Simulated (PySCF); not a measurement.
# C3H8N2OSi: the cost of one run

Programs: PySCF 2.14.0, with routines of our own; each step states its level. All values are computed. Atoms count from 0.

## 1. The system as given

15 atoms, charge 0, multiplicity 1; geometry from: GFN2-xTB.

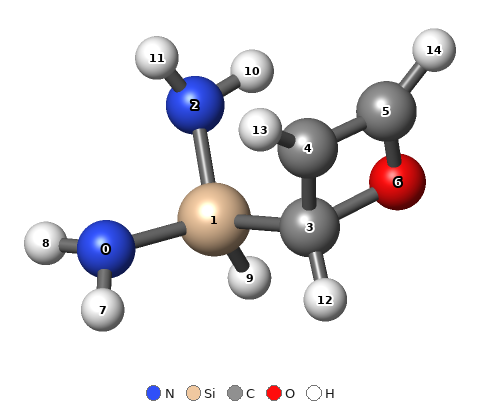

The starting geometry (nitrogen blue, silicon light orange, carbon grey, oxygen red, hydrogen white).

## 2. Magnetic properties: GIAO HF/pcSseg-1

Job settings and geometry (Å):

```
{"job": {"kind": "mag", "xc": "HF", "basis": "pcSseg-1", "isotopologues": 2}, "charge": 0, "multiplicity": 1}
N     -1.757457    -1.252295     0.535167
Si    -1.025287     0.003018    -0.392670
N     -1.241607     1.420822     0.557976
C      0.790372    -0.537811    -0.633781
C      1.673237    -0.460268     0.570294
C      2.233903     0.621322     0.023024
O      1.512652     0.619406    -1.149472
H     -1.642906    -2.207370     0.238268
H     -2.706413    -1.100763     0.835182
H     -1.561426     0.330325    -1.717973
H     -0.810875     2.270355     0.231495
H     -1.130977     1.343481     1.556828
H      0.936597    -1.396388    -1.286313
H      1.752866    -1.014106     1.479898
H      2.972907     1.368261     0.245270
```

Method: GIAO HF/pcSseg-1 magnetisability, rotational g tensor and spin-rotation constants, non-relativistic, gas phase.

On the command line:

```
OMP_NUM_THREADS=1 python excited_run.py task.json out
```

This one command runs all jobs of the session in turn.

**Question.** How long does this first job take on 1 thread of Arm Neoverse V1, shared host, and how much memory does it need?

About 18 s, with a peak of 0.8 GiB.
